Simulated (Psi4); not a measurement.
# BHSClF (SMILES FB(S)Cl) at 3 levels

Wanted: a comparison of 3 runs (HF/def2-SVP, B3LYP/6-31G*, PBE0/def2-SVP) of BHSClF. 

The results are computed with Psi4 1.11.

1 further run of the same task is left out (set aside as unsound or not needed).

## (1) The system as given

BHSClF has 5 atoms, charge 0, and is taken as a singlet. SMILES: `FB(S)Cl`. The shape is that of a PBE0-D4/def2-TZVP optimisation. This is one conformer, not always the lowest.

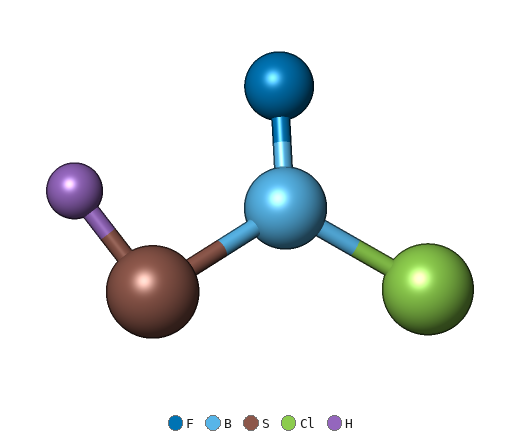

Viewed from a chosen angle; fluorine blue, boron blue, sulfur brown, chlorine green, hydrogen purple.

## (2) Energy and forces at HF/def2-SVP (run 1)

bclfhs.xyz reads:

```xyz
5
BClFHS
F     -0.530000    -1.166500     0.714900
B     -0.425100    -0.151000    -0.119600
S      1.059600     0.851000    -0.211000
Cl    -1.776300     0.224400    -1.165000
H      1.721700     0.168500     0.739200
```

bclfhs.py reads:

```python
import psi4

psi4.set_memory('1600 MB')
psi4.set_num_threads(1)
psi4.core.set_output_file('bclfhs.out', False)

with open('bclfhs.xyz') as f:
    atoms = ''.join(f.readlines()[2:])
m = psi4.geometry('0 1\n' + atoms + 'symmetry c1\nno_reorient\nno_com')

options = {'puream': True, 'e_convergence': 1e-09, 'd_convergence': 1e-08, 'scf_type': 'pk'}
psi4.set_options(options)

e, wfn = psi4.gradient("scf/def2-SVP", return_wfn=True)
psi4.oeprop(wfn, "LOWDIN_CHARGES", "MAYER_INDICES", "QUADRUPOLE", title="SCF")
print('gradient / Eh bohr^-1')
print(e.np.round(6))
print(f'energy = {wfn.energy():.10f} Eh')
```

The run is started by

```
python bclfhs.py
```

bclfhs.out:

```text
[...]
  Running in c1 symmetry.
[...]
  Nuclear repulsion =  184.437112351664581
[...]
  Multiplicity = 1
[...]
  Nalpha       = 24
  Nbeta        = 24
[...]
    Number of basis functions: 69
[...]
   @RHF iter   1:  -981.44697085235430   -4.31763e-01   4.70122e-03 DIIS/ADIIS
[...]
   @RHF iter  12:  -981.50341206796611   -2.38742e-12   3.36604e-09 DIIS
[...]
    Orbital Energies [Eh]
    ---------------------
    Doubly Occupied:
       1A   -104.805571     2A    -91.943429     3A    -26.323114
       4A    -10.570196     5A     -8.980434     6A     -8.044832
       7A     -8.042387     8A     -8.042076     9A     -7.753075
      10A     -6.668192    11A     -6.666930    12A     -6.665479
      13A     -1.621901    14A     -1.127269    15A     -1.006803
      16A     -0.801938    17A     -0.721101    18A     -0.708739
      19A     -0.652799    20A     -0.553819    21A     -0.497552
      22A     -0.495627    23A     -0.472129    24A     -0.409804
[...]
  @RHF Final Energy:  -981.50341206796611
   => Energetics <=
    Nuclear Repulsion Energy =            184.4371123516645810
    One-Electron Energy =               -1724.7306527736566295
    Two-Electron Energy =                 558.7901283540259101
    Total Energy =                       -981.5034120679661100
[...]
  -Total Gradient:
     Atom            X                  Y                   Z
    ------   -----------------  -----------------  -----------------
       1       -0.001703828067    -0.007755703428     0.005883909013
       2        0.002687409184     0.008167461621    -0.005718940702
       3       -0.006273232767     0.003219374575    -0.006166882086
       4        0.004923203781     0.000111020156     0.002513494599
       5        0.000366447881    -0.003742152925     0.003488419167
[...]
```

Standard output:

```text
gradient / Eh bohr^-1
[[-0.001704 -0.007756  0.005884]
 [ 0.002687  0.008167 -0.005719]
 [-0.006273  0.003219 -0.006167]
 [ 0.004923  0.000111  0.002513]
 [ 0.000366 -0.003742  0.003488]]
energy = -981.5034120680 Eh
```

Run time: 3.6 s. Hardware: 1 thread of Intel Xeon 6975P-C (Granite Rapids), shared host; peak memory 0.22 GiB.

## (3) Energy and gradient at B3LYP/6-31G(d) (spherical functions) (run 2)

bclfhs.json reads:

```json
{
  "schema_name": "qcschema_input",
  "schema_version": 1,
  "molecule": {
    "schema_name": "qcschema_molecule",
    "schema_version": 2,
    "symbols": ["F", "B", "S", "Cl", "H"],
    "geometry": [-1.00155485, -2.20436552, 1.35096521, -0.80332258, -0.28534864, -0.22601124, 2.0023538, 1.60815693, -0.39873221, -3.35672052, 0.42405454, -2.20153094, 3.25354147, 0.31841885, 1.39688555],
    "molecular_charge": 0,
    "molecular_multiplicity": 1,
    "fix_symmetry": "c1",
    "fix_com": true,
    "fix_orientation": true
  },
  "driver": "gradient",
  "model": {
    "method": "b3lyp",
    "basis": "6-31G*"
  },
  "keywords": {
    "reference": "rks",
    "puream": true,
    "e_convergence": 1e-09,
    "d_convergence": 1e-08,
    "scf_type": "pk",
    "dft_radial_points": 99,
    "dft_spherical_points": 590,
    "scf_properties": ["MULLIKEN_CHARGES", "QUADRUPOLE", "DIPOLE"]
  }
}
```

The run is started by

```
psi4 --qcschema bclfhs.json -n 1 --memory 1600MB
```

stdout:

```text
[...]
  Running in c1 symmetry.
[...]
  Nuclear repulsion =  184.437112368084115
[...]
  Multiplicity = 1
[...]
  Nalpha       = 24
  Nbeta        = 24
[...]
    Number of basis functions: 66
[...]
   @RKS iter   1:  -983.73276473167641   -1.22498e-01   5.67548e-03 ADIIS/DIIS
[...]
   @RKS iter  11:  -983.79948756467843   -1.93268e-12   3.95695e-09 DIIS
[...]
  @RKS Final Energy:  -983.79948756467843
   => Energetics <=
    Nuclear Repulsion Energy =            184.4371123680841151
    One-Electron Energy =               -1725.7478637290464576
    Two-Electron Energy =                 613.0878034601872741
    DFT Exchange-Correlation Energy =     -55.5765396639033753
    Empirical Dispersion Energy =           0.0000000000000000
    VV10 Nonlocal Energy =                  0.0000000000000000
    Total Energy =                       -983.7994875646784294
[...]
  Mulliken Charges: (a.u.)
   Center  Symbol    Alpha    Beta     Spin     Total
       1     F     4.60460  4.60460  0.00000 -0.20919
       2     B     2.33998  2.33998  0.00000  0.32004
       3     S     8.05502  8.05502  0.00000 -0.11003
       4    CL     8.56191  8.56191  0.00000 -0.12382
       5     H     0.43850  0.43850  0.00000  0.12300
   Total alpha = 24.00000, Total beta = 24.00000, Total charge = -0.00000
[...]
  -Total Gradient:
     Atom            X                  Y                   Z
    ------   -----------------  -----------------  -----------------
       1       -0.000292420481     0.004312435907    -0.003945001419
       2        0.001083592912     0.000357518647     0.000273436903
       3       -0.004270365498    -0.004267668058     0.001465490707
       4        0.006206939560    -0.001462741024     0.004574044684
       5       -0.002726257969     0.001066113082    -0.002372162803
[...]
```

The result, in JSON:

```text
{
 "driver": "gradient",
 "model": {
  "method": "b3lyp",
  "basis": "6-31G*"
 },
 "success": true,
 "return_result": [-0.0002924204813123006, 0.004312435907426804, -0.003945001419299904, 0.0010835929120731197, 0.00035751864735557304, 0.0002734369032157541, -0.004270365497831691, -0.004267668057848756, 0.0014654907073319845, 0.006206939559543323, -0.0014627410237867122, 0.0045740446839095256, -0.002726257969377713, 0.001066113081779535, -0.0023721628025270974],
 "properties": {
  "calcinfo_nbasis": 66,
  "calcinfo_nmo": 66,
  "calcinfo_nalpha": 24,
  "calcinfo_nbeta": 24,
  "calcinfo_natom": 5,
  "nuclear_repulsion_energy": 184.43711236808412,
  "return_energy": -983.7994875646784,
  "return_gradient": [-0.0002924204813123006, 0.004312435907426804, -0.003945001419299904, 0.0010835929120731197, 0.00035751864735557304, 0.0002734369032157541, -0.004270365497831691, -0.004267668057848756, 0.0014654907073319845, 0.006206939559543323, -0.0014627410237867122, 0.0045740446839095256, -0.002726257969377713, 0.001066113081779535, -0.0023721628025270974],
  "scf_one_electron_energy": -1725.7478637290465,
  "scf_two_electron_energy": 613.0878034601873,
  "scf_xc_energy": -55.576539663903375,
  "scf_dipole_moment": [0.4348236472384741, -0.11384972987616493, 0.3306208776707642],
  "scf_total_energy": -983.7994875646784,
  "scf_total_gradient": [-0.0002924204813123006, 0.004312435907426804, -0.003945001419299904, 0.0010835929120731197, 0.00035751864735557304, 0.0002734369032157541, -0.004270365497831691, -0.004267668057848756, 0.0014654907073319845, 0.006206939559543323, -0.0014627410237867122, 0.0045740446839095256, -0.002726257969377713, 0.001066113081779535, -0.0023721628025270974],
  "scf_iterations": 11
 }
}
```

Wall time 9 s (1 thread of Intel Xeon 6975P-C (Granite Rapids), shared host); peak memory 0.68 GiB.

## (4) Energy and gradient at PBE0/def2-SVP (run 3)

bclfhs.py reads:

```python
import psi4

psi4.set_memory('1600 MB')
psi4.set_num_threads(1)
psi4.set_output_file('bclfhs.out', False)

geom = psi4.geometry("""
F
B 1 1.318573
S 2 1.793514 1 121.89591
Cl 2 1.749151 1 118.82143 3 179.9935
H 3 1.34427 2 95.05193 1 -0.03236
symmetry c1
""")

psi4.set_options({
    'basis': 'def2-SVP',
    'puream': True,
    'e_convergence': 1e-09,
    'd_convergence': 1e-08,
    'scf_type': 'pk',
    'dft_radial_points': 99,
    'dft_spherical_points': 590,
})

e = psi4.gradient("pbe0")
print('gradient / Eh bohr^-1')
print(e.np.round(6))
for k, v in sorted(psi4.core.scalar_variables().items()):
    print(f'{k:45s} {v:18.10f}')
```

The run is started by

```
python bclfhs.py
```

bclfhs.out:

```text
[...]
  Running in c1 symmetry.
[...]
  Nuclear repulsion =  184.437090667838305
[...]
  Multiplicity = 1
[...]
  Nalpha       = 24
  Nbeta        = 24
[...]
    Number of basis functions: 69
[...]
   @RKS iter   1:  -982.97828594518523   -1.67993e-01   5.37279e-03 DIIS/ADIIS
[...]
   @RKS iter  11:  -983.03629804580248   -1.47793e-12   2.82022e-09 DIIS
[...]
  @RKS Final Energy:  -983.03629804580248
   => Energetics <=
    Nuclear Repulsion Energy =            184.4370906678383051
    One-Electron Energy =               -1725.1666137899060232
    Two-Electron Energy =                 609.4306595574649918
    DFT Exchange-Correlation Energy =     -51.7374344811996565
    Empirical Dispersion Energy =           0.0000000000000000
    VV10 Nonlocal Energy =                  0.0000000000000000
    Total Energy =                       -983.0362980458024822
[...]
  -Total Gradient:
     Atom            X                  Y                   Z
    ------   -----------------  -----------------  -----------------
       1        0.000006977941     0.000597903881     0.001155334533
       2       -0.000008754911    -0.000533418199    -0.000310778723
       3        0.000007489667    -0.000987174370    -0.003129923294
       4       -0.000001042199    -0.001532615785    -0.000719222682
       5       -0.000004665987     0.002457973779     0.003001501977
[...]
```

The script printed:

```text
gradient / Eh bohr^-1
[[ 7.000e-06  5.980e-04  1.155e-03]
 [-9.000e-06 -5.330e-04 -3.110e-04]
 [ 7.000e-06 -9.870e-04 -3.130e-03]
 [-1.000e-06 -1.533e-03 -7.190e-04]
 [-5.000e-06  2.458e-03  3.002e-03]]
CURRENT ENERGY                                   -983.0362980458
CURRENT REFERENCE ENERGY                         -983.0362980458
DD SOLVATION ENERGY                                 0.0000000000
DFT FUNCTIONAL TOTAL ENERGY                      -983.0362980458
DFT TOTAL ENERGY                                 -983.0362980458
DFT VV10 ENERGY                                     0.0000000000
DFT XC ENERGY                                     -51.7374344812
GRID ELECTRONS ALPHA                               23.9999999874
GRID ELECTRONS BETA                                23.9999999874
GRID ELECTRONS TOTAL                               47.9999999749
NUCLEAR REPULSION ENERGY                          184.4370906678
ONE-ELECTRON ENERGY                             -1725.1666137899
PCM POLARIZATION ENERGY                             0.0000000000
PE ENERGY                                           0.0000000000
SCF ITERATION ENERGY                             -983.0362980458
SCF ITERATIONS                                     11.0000000000
SCF TOTAL ENERGY                                 -983.0362980458
TWO-ELECTRON ENERGY                               609.4306595575
XC GRID RADIAL POINTS                              99.0000000000
XC GRID SPHERICAL POINTS                          590.0000000000
XC GRID TOTAL POINTS                           275541.0000000000
```

Run time: 8.4 s. Hardware: 1 thread of Intel Xeon 6975P-C (Granite Rapids), shared host; peak memory 0.68 GiB.

## (5) The series

| run | level | integration grid | energy (Eh) | dipole moment (D) | HOMO energy (eV) | LUMO energy (eV) | wall time |
| --- | --- | --- | --- | --- | --- | --- | --- |
| 1 | HF/def2-SVP | – | -981.503412 | 1.27 | -11.15 | 3.52 | 3.6 s |
| 2 | B3LYP/6-31G* (spherical functions) | 99 radial × 590 angular | -983.799488 | 1.42 | -8.01 | -0.56 | 9 s |
| 3 | PBE0/def2-SVP | 99 radial × 590 angular | -983.036298 | 1.27 | -8.26 | -0.31 | 8.4 s |

## (6) Outcome

| quantity | value |
| --- | --- |
| run 3: total energy | -983.03630 Eh |
| run 3: dipole moment | 1.27 D |
| run 3: HOMO energy | -8.26 eV |
| run 3: LUMO energy | -0.31 eV |
| run 3: HOMO–LUMO gap | 7.94 eV |
| run 3: largest force on an atom | 0.199 eV/Å |

The dipole moment (its size) runs from 1.27 D (PBE0/def2-SVP) to 1.42 D (B3LYP/6-31G*). The two ends differ in method and basis. The HOMO–LUMO gap runs from 7.45 eV (B3LYP/6-31G*) to 14.67 eV (HF/def2-SVP). Totals of different functionals can't be ranked against each other. All runs together took 21 s, the longest 9 s.
